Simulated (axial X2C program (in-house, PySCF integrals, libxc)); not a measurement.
**All-electron X2C curves of IrLi**

What are the state, bond length, wavenumber and bond energy of IrLi, and what does spin–orbit coupling change?

Program: an in-house X2C program for linear molecules on PySCF integrals. Level of theory: all-electron X2C, Ir dyall-cv3z, Li dyall-cv3z. These are calculated values, not measurements.

### Step 1. The job

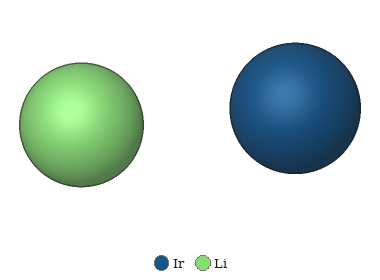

The two atoms at 2.550 Å (iridium blue, lithium green).

File task.json:

```json
{"zs": [77, 3], "q": 0, "bas": ["dyall-cv3z", "dyall-cv3z"], "levels": ["PBE0", "HF", "BHandHLYP"], "cc": true, "r0": 2.55, "thr": -2.0, "nmax": 90, "npts": 10, "nst": 2, "ntry": 6}
```

Keys: zs atomic numbers; q charge; bas basis sets; levels methods (HF also brings MP2); cc coupled cluster on or off; r0 starting distance in Å; thr threshold in hartree for freezing inner shells (an s shell follows its p shell); nmax most natural virtual spinors; npts points asked for on the curve; nst determinants followed; ntry starts of the search.

On the command line:

```sh
python so2c.py task.json out
```

Spin-free means the one-electron spin-free X2C Hamiltonian; two-component (2c) means X2C with spin–orbit coupling and atomic mean-field two-electron Coulomb and Gaunt terms. Basis: Ir dyall-cv3z contracted to [13s14p9d6f4g], Li dyall-cv3z contracted to [7s8p2d]; Gaussian nuclei, density fitting. Masses: Ir 192.963 u, Li 7.016 u.

Notation: σ, π±, δ± give the projection m of an orbital's angular momentum (0, ±1, ±2), α and β its spin, Λ and M_S the sums; ω is the projection of a spinor's total angular momentum and Ω the sum. Logs are in hartree.

The results follow Hamiltonian by Hamiltonian and level by level.

### Step 2. State search with PBE0

PBE0 moves the distance from 2.550 Å to 2.333 Å and compares determinants there.

Spin-free determinants:

| ΔE (eV) | state | open shells |
| --- | --- | --- |
| 0.00 | M_S = 1, Λ = 2 | beyond closed shells: σα, δ+α, δ+β, δ-α |
| 0.16 | M_S = 1, Λ = 3 | beyond closed shells: π+α, π+β, π-α, δ+α, δ+β, δ-α |
| 0.19 | M_S = 1, Λ = 0 | beyond closed shells: δ+α, δ-α |
| 0.28 | M_S = 1, Λ = 1 | beyond closed shells: π+α, π-α, π-β, δ+α, δ+β, δ-α |
| 0.49 | M_S = 1, Λ = 0 | beyond closed shells: π+α, π-α |
| 0.75 | M_S = 1, Λ = 1 | beyond closed shells: σα, π+α, π+β, π-α |
| 2.32 | M_S = 2, Λ = 0 | beyond closed shells: 2 × σα, δ+α, δ-α |

Two-component determinants:

| ΔE (eV) | state | open shells |
| --- | --- | --- |
| 0.00 | Ω = 3 | excess of +ω over −ω: ω = 1/2, ω = 5/2 |
| 0.03 | Ω = 4 | excess of +ω over −ω: ω = 3/2, ω = 5/2 |
| 0.32 | Ω = 1 | excess of +ω over −ω: ω = -3/2, ω = 5/2 |
| 0.33 | Ω = 2 | excess of +ω over −ω: ω = -1/2, ω = 5/2 |
| 0.52 | Ω = 1 | excess of +ω over −ω: ω = -1/2, ω = 3/2 |
| 0.77 | Ω = 2 | excess of +ω over −ω: ω = 1/2, ω = 3/2 |
| 0.80 | Ω = 0 | closed shell |

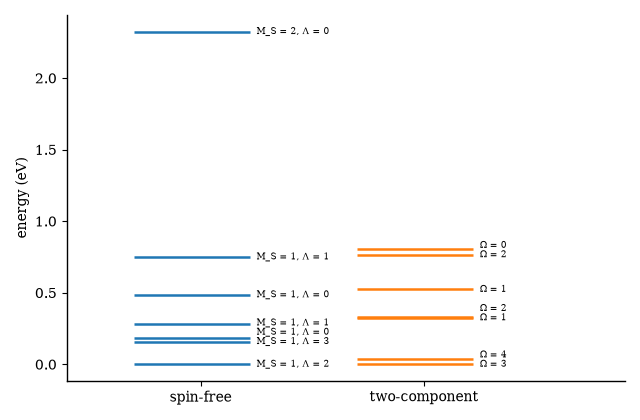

The determinants found, each set from its own lowest.

### Step 3. PBE0, spin-free

State followed: M_S = 1, Λ = 2 (beyond closed shells: σα, δ+α, δ+β, δ-α). The scan is laid around 2.333 Å, a first estimate of the minimum, and this SCF restarts from the orbitals of the search.

Output at 2.333 Å:

```text
spin-free X2C-1e  PBE0
basis functions 219  fitting functions 1067  grid points 5083
iter        total energy     max residual
   1     -17837.035527081     1.41e-05
   2     -17837.035527091     8.85e-06
   3     -17837.035527094     1.47e-05
converged
one-electron -24570.49817522  Coulomb 7035.79891726  exact exchange -87.31948914  xc functional -267.41280902  nuclear repulsion 52.39602903
```

Along the bond, energies from the lowest point:

```csv
R (Å),E (eV),μ (D),HOMO (eV),LUMO (eV),iterations
2.123,0.1307,4.54,-4.91,-1.87,47
2.193,0.0526,4.73,-4.83,-1.77,40
2.263,0.0107,4.93,-4.76,-1.68,34
2.333,0.0000,5.13,-4.69,-1.60,3
2.415,0.0177,5.38,-4.62,-1.50,33
2.496,0.0604,5.62,-4.56,-1.48,27
2.601,0.1439,5.94,-4.48,-1.57,27
```

Dipoles are positive if Li is the positive end.

Outer orbitals at the reference distance:

```json
{"symmetry": "σα", "occupied": "yes", "ε (eV)": "-6.68", "atomic character": "93% Ir d, 3% Li p, 2% Li s"}
{"symmetry": "δ-α", "occupied": "yes", "ε (eV)": "-6.25", "atomic character": "100% Ir d"}
{"symmetry": "δ+α", "occupied": "yes", "ε (eV)": "-6.25", "atomic character": "100% Ir d"}
{"symmetry": "π+α", "occupied": "yes", "ε (eV)": "-5.88", "atomic character": "96% Ir d, 3% Li p"}
{"symmetry": "π-α", "occupied": "yes", "ε (eV)": "-5.88", "atomic character": "96% Ir d, 3% Li p"}
{"symmetry": "σα", "occupied": "yes", "ε (eV)": "-5.75", "atomic character": "60% Ir s, 19% Li s, 15% Li p"}
{"symmetry": "σβ", "occupied": "yes", "ε (eV)": "-5.37", "atomic character": "49% Ir s, 26% Li s, 15% Li p"}
{"symmetry": "π+β", "occupied": "yes", "ε (eV)": "-5.23", "atomic character": "94% Ir d, 4% Li p"}
{"symmetry": "π-β", "occupied": "yes", "ε (eV)": "-5.10", "atomic character": "94% Ir d, 5% Li p"}
{"symmetry": "δ+β", "occupied": "yes", "ε (eV)": "-4.69", "atomic character": "100% Ir d"}
{"symmetry": "σβ", "occupied": "no", "ε (eV)": "-1.60", "atomic character": "82% Ir d, 7% Ir s, 6% Li s"}
{"symmetry": "σβ", "occupied": "no", "ε (eV)": "-1.35", "atomic character": "39% Li p, 35% Li s, 20% Ir p"}
{"symmetry": "δ-β", "occupied": "no", "ε (eV)": "-1.32", "atomic character": "99% Ir d"}
{"symmetry": "σα", "occupied": "no", "ε (eV)": "-1.29", "atomic character": "43% Li s, 31% Li p, 23% Ir p"}
```

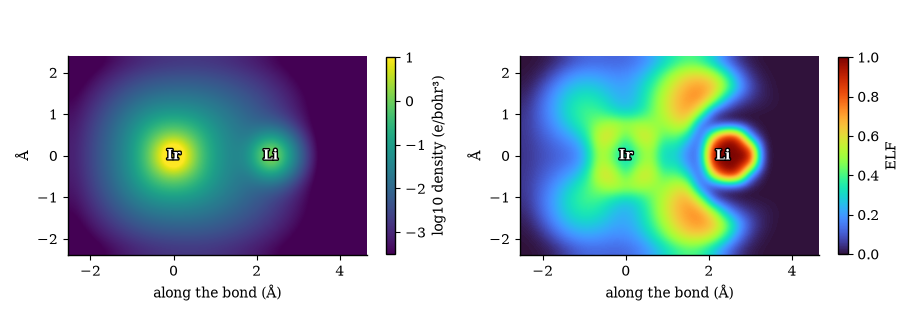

PBE0 fields in a plane through the axis, from a grid of 0.3 Å; Ir lies at z = 0 and Li at z = 2.333 Å; the ELF is damped to zero where the density is low.

Re = 2.326 Å, ωe = 452 cm⁻¹, Be = 0.4602 cm⁻¹, De = 2.34 eV, μ = 5.11 D.

### Step 4. HF, spin-free

Output at 2.333 Å:

```text
spin-free X2C-1e  HF
basis functions 219  fitting functions 1067  grid points 5083
iter        total energy     max residual
   1     -17831.581185501     1.09e+00
   2     -17831.619235802     2.09e-02
   3     -17831.621428988     1.32e-01
   4     -17831.623623240     3.11e-02
   5     -17831.624233787     8.81e-03
   6     -17831.624567850     1.78e-02
   7     -17831.624702127     9.86e-03
   8     -17831.624804834     2.04e-03
   9     -17831.624874776     7.57e-03
  10     -17831.624935482     6.43e-03
  11     -17831.624967672     1.90e-03
  12     -17831.624978706     7.84e-04
  13     -17831.624981406     8.88e-04
  14     -17831.624981918     2.94e-04
  15     -17831.624981992     1.32e-05
  16     -17831.624982001     3.22e-05
  17     -17831.624982002     1.22e-05
  18     -17831.624982003     1.43e-06
converged
one-electron -24572.77822007  Coulomb 7038.26297881  exact exchange -349.50576977  xc functional 0.00000000  nuclear repulsion 52.39602903
```

No constants are quoted: too few points lie around the minimum for a second fit to confirm the first.

### Step 5. BHandHLYP, spin-free

Output at 2.333 Å:

```text
spin-free X2C-1e  BHandHLYP
basis functions 219  fitting functions 1067  grid points 5083
iter        total energy     max residual
   1     -17837.068074621     3.76e-01
   2     -17837.071609666     7.88e-03
   3     -17837.071613372     8.88e-02
   4     -17837.072181490     7.20e-03
   5     -17837.072213462     1.61e-03
   6     -17837.072237941     4.72e-03
   7     -17837.072241050     7.14e-04
   8     -17837.072241678     7.88e-04
   9     -17837.072241813     1.67e-04
  10     -17837.072241835     2.65e-05
  11     -17837.072241841     4.74e-05
  12     -17837.072241843     1.71e-05
converged
one-electron -24571.69058069  Coulomb 7037.05015275  exact exchange -174.67917228  xc functional -180.14867065  nuclear repulsion 52.39602903
```

Re = 2.340 Å, ωe = 438 cm⁻¹, Be = 0.4549 cm⁻¹, De = 2.05 eV, μ = 5.11 D.

### Step 6. Correlated methods, spin-free

Correlated methods: 10 electrons correlated (frozen shells, counted by type: Ir 5 s, 4 p, 2 d, 1 f; Li 1 s), 264 virtual spinors in MP2, 90 natural virtuals in coupled cluster.

Output of the correlated part at 2.333 Å:

```text
correlated 10  virtual 264  natural virtual 90  E(MP2) -0.299935957  MP2 remainder -0.011281429
iter   CCSD correlation   residual
   1     -0.271020801   1.42e-01
   2     -0.279863202   6.84e-02
   3     -0.283855643   3.93e-02
   4     -0.284327004   1.54e-02
   5     -0.284789209   7.74e-03
   6     -0.284920429   3.93e-03
   7     -0.284926287   2.05e-03
   8     -0.284965284   1.18e-03
   9     -0.284948973   6.47e-04
  10     -0.284954667   3.35e-04
  11     -0.284949727   1.87e-04
  12     -0.284953356   9.71e-05
  13     -0.284953179   4.38e-05
  14     -0.284953728   2.20e-05
  15     -0.284954134   1.08e-05
  16     -0.284954238   5.54e-06
  17     -0.284954359   3.13e-06
  18     -0.284954423   2.02e-06
  19     -0.284954457   1.14e-06
  20     -0.284954467   7.06e-07
(T) -0.017136479  T1 0.0675  D1 0.1881  max T2 0.079
```

T1 in the output is the amplitude norm over the root of the electron number; divide by √2 for the Lee–Taylor value.

MP2: No constants are quoted: the reference is strongly spin-contaminated.

CCSD: Re = 2.353 Å, ωe = 448 cm⁻¹, ωexe = 2.01 cm⁻¹, Be = 0.4499 cm⁻¹, De = 2.15 eV. T1 at Re = 0.048 (Lee–Taylor, the printed value over √2).

CCSD(T): Re = 2.347 Å, ωe = 456 cm⁻¹, ωexe = 1.93 cm⁻¹, Be = 0.4521 cm⁻¹, De = 2.32 eV. T1 at Re = 0.048 (Lee–Taylor, the printed value over √2).

### Step 7. A higher determinant, spin-free

State: M_S = 1, Λ = 3 (beyond closed shells: π+α, π+β, π-α, δ+α, δ+β, δ-α).

Output at the reference distance:

```text
spin-free X2C-1e  PBE0
basis functions 219  fitting functions 1067  grid points 5083
iter        total energy     max residual
   1     -17837.029705108     5.74e-05
   2     -17837.029705125     3.92e-05
   3     -17837.029705136     2.03e-05
   4     -17837.029705140     6.95e-06
converged
one-electron -24570.08486372  Coulomb 7035.37287407  exact exchange -87.31702869  xc functional -267.39671583  nuclear repulsion 52.39602903
```

```csv
R (Å),E above the lowest PBE0 point (eV)
2.123,0.343
2.193,0.243
2.263,0.183
2.333,0.158
2.415,0.163
2.496,0.195
2.601,0.268
```

Re = 2.362 Å, ωe = 447 cm⁻¹, Be = 0.4465 cm⁻¹, μ = 5.48 D. Te = 0.16 eV.

### Step 8. The spin-free curves together

Energy (eV) of the followed determinant, spin-free, from each level's lowest point:

```csv
R (Å),PBE0,HF,MP2 (spin-contaminated),CCSD,CCSD(T),BHandHLYP
2.123,0.131,0.297,0.124,0.166,0.163,0.142
2.193,0.053,0.177,0.045,0.074,0.071,0.061
2.263,0.011,0.093,0.006,0.021,0.019,0.015
2.333,0.000,0.039,0.000,0.000,0.000,0.000
2.415,0.018,0.007,0.026,0.008,0.011,0.012
2.496,0.060,0.000,0.081,0.044,0.050,0.049
2.601,0.144,0.020,0.184,0.122,0.132,0.125
```

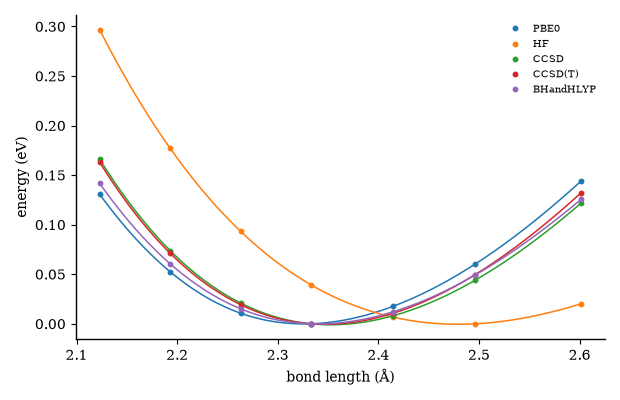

Curves of the followed state, spin-free, each from its own lowest point. Left out: MP2.

### Step 9. PBE0, 2c

State followed: Ω = 3 (excess of +ω over −ω: ω = 1/2, ω = 5/2). The scan is laid around 2.333 Å, a first estimate of the minimum, and this SCF restarts from the orbitals of the search.

The SCF at the reference distance of 2.333 Å:

```text
two-component X2C + atomic mean field  PBE0
basis functions 219  fitting functions 1067  grid points 5083
iter        total energy     max residual
   1     -17837.738938061     8.63e-05
   2     -17837.738938065     2.73e-05
   3     -17837.738938076     4.04e-05
   4     -17837.738938077     1.68e-05
converged
one-electron -24552.49303836  Coulomb 7033.18284422  exact exchange -87.29516571  xc functional -267.39740215  nuclear repulsion 52.39602903  atomic mean-field constant -16.13220510
```

Along the bond, energies from the lowest point:

```csv
R (Å),E (eV),μ (D),HOMO (eV),LUMO (eV),iterations
2.123,0.1350,4.52,-5.14,-1.80,50
2.193,0.0552,4.71,-5.04,-1.71,41
2.263,0.0119,4.91,-4.94,-1.61,35
2.333,0.0000,5.12,-4.85,-1.53,4
2.415,0.0165,5.36,-4.75,-1.44,35
2.496,0.0584,5.61,-4.66,-1.50,28
2.601,0.1411,5.93,-4.56,-1.58,30
```

Dipoles are positive if Li is the positive end.

Outer spinors at the reference distance:

| ω | occupied | ε (eV) | atomic character | λ mixture |
| --- | --- | --- | --- | --- |
| 1/2 | yes | -6.80 | 94% Ir d, 3% Li p | 86% σ, 14% π |
| -3/2 | yes | -6.76 | 100% Ir d | 94% δ, 6% π |
| -1/2 | yes | -6.34 | 93% Ir d, 3% Li p | 82% π, 18% σ |
| 3/2 | yes | -5.95 | 97% Ir d | 68% π, 32% δ |
| 1/2 | yes | -5.76 | 59% Ir s, 20% Li s, 15% Li p | 96% σ, 4% π |
| 5/2 | yes | -5.73 | 100% Ir d | 100% δ |
| -1/2 | yes | -5.35 | 49% Ir s, 25% Li s, 14% Li p | 93% σ, 7% π |
| 1/2 | yes | -5.31 | 92% Ir d, 4% Li p, 2% Ir s | 82% π, 18% σ |
| 3/2 | yes | -4.88 | 98% Ir d | 68% δ, 32% π |
| -3/2 | yes | -4.85 | 93% Ir d, 5% Li p | 94% π, 6% δ |
| -1/2 | no | -1.53 | 82% Ir d, 7% Li s, 6% Ir s | 88% σ, 12% π |
| -1/2 | no | -1.37 | 38% Li p, 34% Li s, 21% Ir p | 100% σ |
| 1/2 | no | -1.31 | 43% Li s, 30% Li p, 24% Ir p | 99% σ, 1% π |
| -5/2 | no | -1.01 | 99% Ir d | 100% δ |

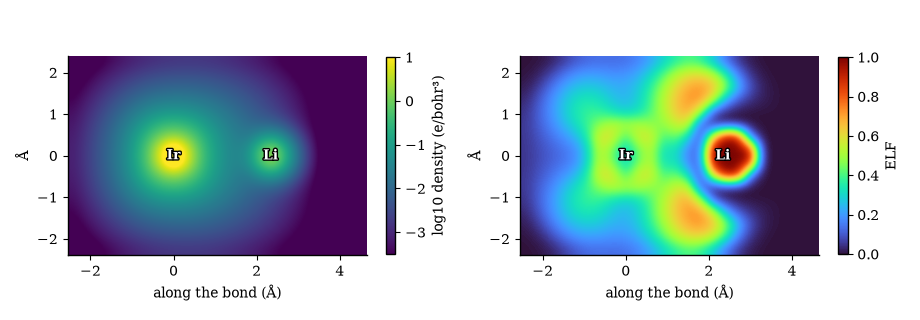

PBE0 fields in a plane through the axis, from a grid of 0.3 Å; Ir lies at z = 0 and Li at z = 2.333 Å; the ELF is damped to zero where the density is low.

Re = 2.329 Å, ωe = 451 cm⁻¹, Be = 0.4589 cm⁻¹, De = 2.26 eV, μ = 5.11 D.

### Step 10. HF, 2c

Output at 2.333 Å:

```text
two-component X2C + atomic mean field  HF
basis functions 219  fitting functions 1067  grid points 5083
iter        total energy     max residual
   1     -17832.227033049     1.09e+00
   2     -17832.265506334     2.05e-02
   3     -17832.267600136     1.29e-01
   4     -17832.269706265     2.85e-02
   5     -17832.270222654     7.42e-03
   6     -17832.270528672     1.68e-02
   7     -17832.270656478     9.59e-03
   8     -17832.270769200     1.84e-03
   9     -17832.270856868     8.26e-03
  10     -17832.270934345     7.64e-03
  11     -17832.270979470     2.72e-03
  12     -17832.270996033     7.22e-04
  13     -17832.271001059     1.22e-03
  14     -17832.271002977     5.65e-04
  15     -17832.271004221     1.70e-04
  16     -17832.271005381     6.61e-04
  17     -17832.271006401     6.89e-04
  18     -17832.271006959     3.16e-04
  19     -17832.271007123     3.73e-05
  20     -17832.271007163     6.81e-05
  21     -17832.271007184     6.07e-05
  22     -17832.271007203     1.59e-05
  23     -17832.271007215     2.18e-05
  24     -17832.271007222     2.66e-05
  25     -17832.271007224     1.12e-05
  26     -17832.271007225     1.59e-06
converged
one-electron -24554.83311927  Coulomb 7035.70659246  exact exchange -349.40830435  xc functional 0.00000000  nuclear repulsion 52.39602903  atomic mean-field constant -16.13220510
```

No constants are quoted: too few points lie around the minimum for a second fit to confirm the first.

### Step 11. BHandHLYP, 2c

The SCF at the reference distance of 2.333 Å:

```text
two-component X2C + atomic mean field  BHandHLYP
basis functions 219  fitting functions 1067  grid points 5083
iter        total energy     max residual
   1     -17837.756444607     3.76e-01
   2     -17837.760060192     7.89e-03
   3     -17837.760080079     8.81e-02
   4     -17837.760652999     8.08e-03
   5     -17837.760697376     1.97e-03
   6     -17837.760737823     7.10e-03
   7     -17837.760747144     1.68e-03
   8     -17837.760751725     2.04e-03
   9     -17837.760753855     1.52e-03
  10     -17837.760754873     2.16e-04
  11     -17837.760755033     1.37e-04
  12     -17837.760755062     7.60e-05
  13     -17837.760755066     1.06e-05
converged
one-electron -24553.71268897  Coulomb 7034.45925612  exact exchange -174.62949686  xc functional -180.14164928  nuclear repulsion 52.39602903  atomic mean-field constant -16.13220510
```

Re = 2.341 Å, ωe = 439 cm⁻¹, Be = 0.4542 cm⁻¹, De = 1.87 eV, μ = 5.11 D.

### Step 12. Correlated methods, 2c

Correlated methods: 10 electrons correlated (frozen shells, counted by type: Ir 5 s, 4 p, 2 d, 1 f; Li 1 s), 266 virtual spinors in MP2, 90 natural virtuals in coupled cluster.

Output of the correlated part at 2.333 Å:

```text
correlated 10  virtual 266  natural virtual 90  E(MP2) -0.300528911  MP2 remainder -0.011464976
iter   CCSD correlation   residual
   1     -0.271640340   1.43e-01
   2     -0.280556061   6.96e-02
   3     -0.284656802   4.08e-02
   4     -0.285191671   1.66e-02
   5     -0.285709666   8.56e-03
   6     -0.285856671   4.44e-03
   7     -0.285865823   2.47e-03
   8     -0.285918482   1.64e-03
   9     -0.285901275   1.05e-03
  10     -0.285912334   6.39e-04
  11     -0.285906172   3.87e-04
  12     -0.285915121   2.16e-04
  13     -0.285914862   1.13e-04
  14     -0.285916761   6.95e-05
  15     -0.285917595   4.11e-05
  16     -0.285917794   2.35e-05
  17     -0.285918122   1.31e-05
  18     -0.285918102   7.53e-06
(T) -0.017371783  T1 0.0696  D1 0.1907  max T2 0.072
```

MP2: No constants are quoted: the reference is strongly spin-contaminated.

CCSD: Re = 2.355 Å, ωe = 448 cm⁻¹, ωexe = 2.02 cm⁻¹, Be = 0.4489 cm⁻¹, De = 1.95 eV. T1 at Re = 0.050 (Lee–Taylor, the printed value over √2).

CCSD(T): Re = 2.351 Å, ωe = 455 cm⁻¹, ωexe = 1.95 cm⁻¹, Be = 0.4506 cm⁻¹, De = 2.12 eV. T1 at Re = 0.050 (Lee–Taylor, the printed value over √2).

### Step 13. A higher determinant, 2c

State: Ω = 4 (excess of +ω over −ω: ω = 3/2, ω = 5/2).

Output at the reference distance:

```text
two-component X2C + atomic mean field  PBE0
basis functions 219  fitting functions 1067  grid points 5083
iter        total energy     max residual
   1     -17837.737674035     6.53e-05
   2     -17837.737674044     9.16e-06
converged
one-electron -24552.25421203  Coulomb 7032.93338664  exact exchange -87.29386090  xc functional -267.38681168  nuclear repulsion 52.39602903  atomic mean-field constant -16.13220510
```

```csv
R (Å),E above the lowest PBE0 point (eV)
2.123,0.216
2.193,0.118
2.263,0.059
2.333,0.034
2.415,0.039
2.496,0.071
2.601,0.144
```

Re = 2.361 Å, ωe = 445 cm⁻¹, Be = 0.4468 cm⁻¹, μ = 5.46 D. Te = 0.03 eV.

### Step 14. The 2c curves together

Energy (eV) of the followed determinant, 2c, from each level's lowest point:

```csv
R (Å),PBE0,HF,MP2 (spin-contaminated),CCSD,CCSD(T),BHandHLYP
2.123,0.135,0.288,0.133,0.170,0.168,0.145
2.193,0.055,0.169,0.050,0.076,0.075,0.062
2.263,0.012,0.087,0.008,0.022,0.021,0.016
2.333,0.000,0.035,0.000,0.000,0.000,0.000
2.415,0.017,0.004,0.024,0.007,0.009,0.012
2.496,0.058,0.000,0.078,0.042,0.047,0.048
2.601,0.141,0.023,0.180,0.119,0.128,0.125
```

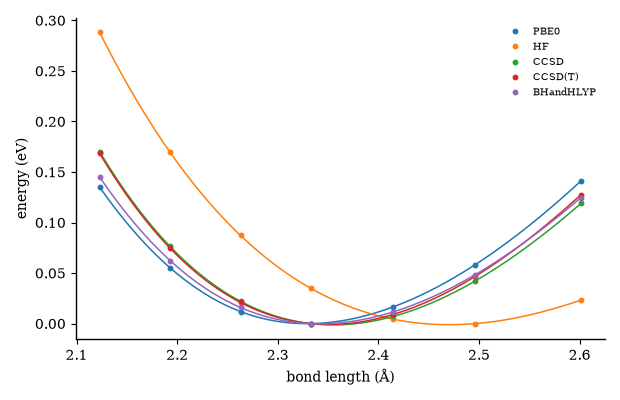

Curves of the followed state, 2c, each from its own lowest point. Left out: MP2.

Time for the job: 4.8 min (1 thread of Arm Neoverse V1, shared host); peak memory 0.68 GiB.

### Step 15. Constants

Lowest determinant that the search found at its distance, spin-free: M_S = 1, Λ = 2 (beyond closed shells: σα, δ+α, δ+β, δ-α).

Lowest determinant that the search found at its distance, 2c: Ω = 3 (excess of +ω over −ω: ω = 1/2, ω = 5/2).

```csv
Hamiltonian,level,Re (Å),ωe (cm⁻¹),De (eV),μ (D)
spin-free,PBE0,2.326,452,2.34,5.11
spin-free,CCSD,2.353,448,2.15,n/a
spin-free,CCSD(T),2.347,456,2.32,n/a
spin-free,BHandHLYP,2.340,438,2.05,5.11
2c,PBE0,2.329,451,2.26,5.11
2c,CCSD,2.355,448,1.95,n/a
2c,CCSD(T),2.351,455,2.12,n/a
2c,BHandHLYP,2.341,439,1.87,5.11
```

Dipoles are positive if Li is the positive end. No constants: spin-free HF (too few points lie around the minimum for a second fit to confirm the first); spin-free MP2 (the reference is strongly spin-contaminated); 2c HF (too few points lie around the minimum for a second fit to confirm the first); 2c MP2 (the reference is strongly spin-contaminated).

Time per point (s) on 1 thread of Arm Neoverse V1, shared host (2c runs; CCSD comes with the CCSD(T) run); the times are rough: PBE0 2.7, CCSD(T) 6.7, BHandHLYP 2.7.

What this shows: At CCSD(T), going from spin-free to two-component changes Re by +4 mÅ, ωe by -0.2 %, which is small (part of it comes from the scalar share of the two-electron terms). De moves by -0.20 eV; both De rest on single-determinant atoms, which can miss part of an open shell's spin–orbit lowering.

De refers to Ir + Li, each in the lowest determinant found, which need not be this curve's own limit. The state is a single determinant with fixed occupations, the lowest that a limited PBE0 search found. De is counted from the lowest determinant-based energies of the atoms at the same level, without counterpoise correction. Density functionals use the spin component along the axis (collinear). CCSD and (T) use frozen natural virtuals with an MP2 correction for the truncation. With several unpaired electrons one determinant need not be a pure state. The spin-free determinant is spin-contaminated at some levels. T1 at Re is 0.050 (Lee–Taylor), above the customary mark of 0.02.
